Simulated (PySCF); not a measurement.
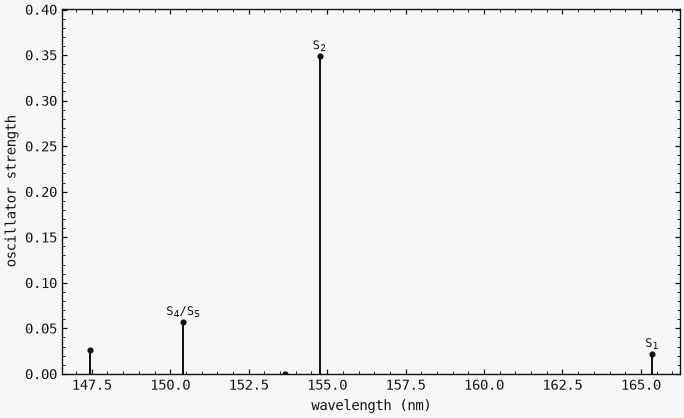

Vertical TDDFT excitations, PBE0/def2-SVPD with PySCF 2.14.0, at a GFN2-xTB geometry (no frequency check), gas phase. The lowest 6 singlet states are shown. States within 0.01 eV of each other are merged, with their strengths summed. The highest state may be half of a pair whose partner wasn't computed.

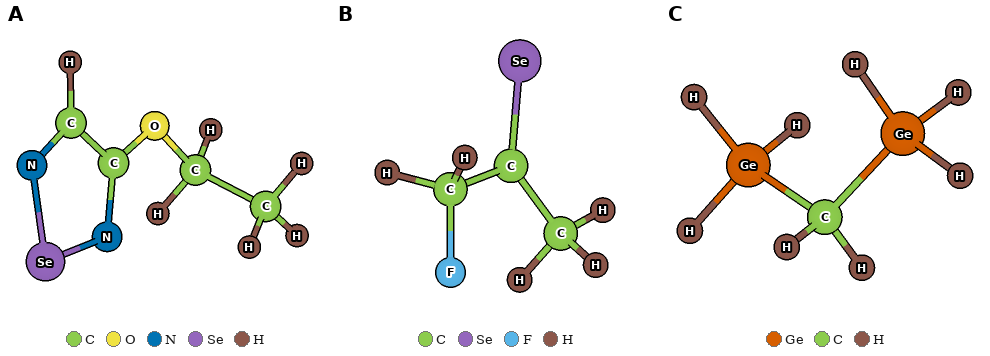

### Which molecule gives this spectrum? The candidates are drawn in the second picture.

Structure C, CH₈Ge₂, SMILES [GeH3][CH2][GeH3], singlet. Its lowest singlet lies at 7.50 eV (f = 0.022) and the brightest of those computed is S2 at 8.01 eV (155 nm), f = 0.349, mainly HOMO → LUMO+1 (88 %) (S3 lies within 0.06 eV, too close to order).

Note: the tight-binding geometry is rougher than a DFT one and adds to the error; core orbitals are frozen in the response.
